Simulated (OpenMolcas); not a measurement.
# UHF/ANO-R1 (sfX2C, RICD fitting, scramble 0.25) run of InSiH5 (SMILES [SiH3][InH2])

We compute the energy of InSiH5. 

The results are computed with OpenMolcas 26.06.

1 further run of the same task is left out (it didn't finish).

**1. The structure to begin with**

InSiH5: 7 atoms, total charge 0, spin state singlet. As SMILES, `[SiH3][InH2]`. The coordinates come from a PBE0-D4/def2-TZVP relaxation.

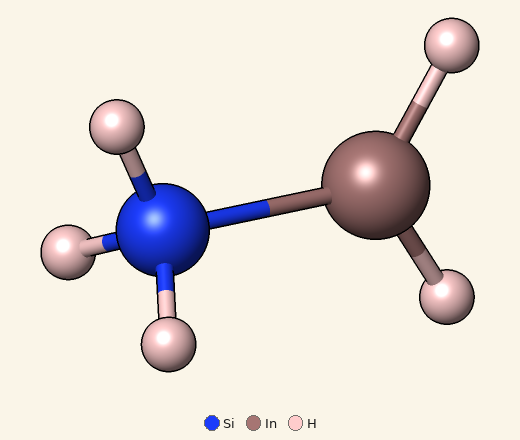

Viewed from a chosen angle; silicon blue, indium brown, hydrogen pink.

**2. A single-point energy at UHF/ANO-R1 (sfX2C, RICD fitting, scramble 0.25)**

The input, step1.inp:

```
* H5InSi Hartree-Fock

&gateway
 basisset
 Si.ANO-R1....
 Si1 -0.667100 -0.641500 -0.642100 angstrom
 End of Basis
 basisset
 In.ANO-R1....
 In2 0.830800 0.837600 0.840500 angstrom
 End of Basis
 basisset
 H.ANO-R1....
 H3 -2.119900 -0.371100 -0.463600 angstrom
 H4 -0.432000 -2.083300 -0.345900 angstrom
 H5 -0.338000 -0.425500 -2.080000 angstrom
 H6 0.179100 2.062100 1.872000 angstrom
 H7 2.547100 0.621800 0.819100 angstrom
 End of Basis
 ricd
 finite
 rx2c

&seward

&scf
 uhf
 scramble = 0.25
 prorbitals = 1 1
```

Command:

```bash
$ export MOLCAS_MEM=1860
$ pymolcas step1.inp > step1.log
```

What it wrote:

```text
--- Start Module: gateway ---
[...]
--- Stop Module: gateway /rc=_RC_ALL_IS_WELL_ ---
[...]
--- Start Module: seward ---
[...]
      Basis functions           86
--- Stop Module: seward /rc=_RC_ALL_IS_WELL_ ---
[...]
--- Start Module: scf ---
[...]
       Convergence after  14 Iterations
[...]
::    Total SCF energy                              -6170.7268097890
[...]
      Total spin, S                                     0.0000000000
[...]
      Total electronic charge=   68.000000
      Total            charge=   -0.000000
[...]
      Dipole Moment (debye):
      Origin of the operator (angstrom)=    0.5181    0.5280    0.5301
                   X= -1.6830E-01               Y= -7.7249E-02               Z= -7.3023E-02           Total=  1.9906E-01
      Quadrupole Moment (debye*angstrom):
[...]
--- Stop Module: scf /rc=_RC_ALL_IS_WELL_ ---
[...]
```

It took 19 s on 1 thread of AMD EPYC 7R43 (Zen 3), shared host; peak memory 0.28 GiB.

**3. Outcome**

At UHF/ANO-R1 (sfX2C, RICD fitting, scramble 0.25):

```
     quantity           value
 total energy  -6170.72681 Eh
dipole moment          0.20 D
  HOMO energy        -9.81 eV
  LUMO energy         0.32 eV
HOMO–LUMO gap        10.13 eV
```
